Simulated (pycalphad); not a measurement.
Computed with pycalphad from the COST 507 light-alloy database (1999), at 1 atm. The data set is of 1999 and partly superseded. Amounts are mole fractions of atoms.

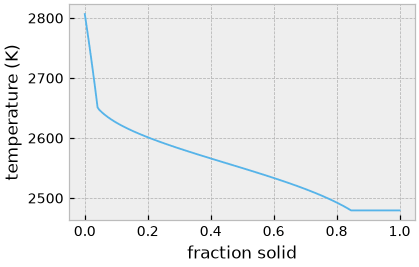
Figure: Scheil-Gulliver solidification path of Hf-0.5163C (wt.%)

### Question
Compare equilibrium and Scheil-Gulliver solidification of Hf-0.5163C (wt.%).

### Answer
Both start at the liquidus, 2807 K. In full equilibrium the last liquid goes at 2567 K (range 240 K), and at 2550 K the alloy holds HCP_A3. With no diffusion in the solid (Scheil-Gulliver, steps of 4 K) the liquid lasts to an invariant point at 2479 K (range 328 K), where the last 0.15 of it freezes; the solid then holds HCP_A3 0.86, BCC_A2 0.10, FCC_A1 0.04.

```
last step ahead of the change, T (K)  liquid left there  liquid composition there (wt.%)  solids forming below it
------------------------------------  -----------------  -------------------------------  -----------------------
2807                                               1.00                           0.52 C                   FCC_A1
2651                                               0.96                           0.43 C                   HCP_A3
2479                                               0.15                           0.09 C          BCC_A2 + HCP_A3
```
Solids once formed stay as they are in this model, so peritectic reactions do not proceed; the changes are located to one step.

FCC_A1 is fcc; BCC_A2 is bcc; HCP_A3 is hcp. The fcc model also describes the rock-salt carbide or nitride (TiC, TiN, HfC).
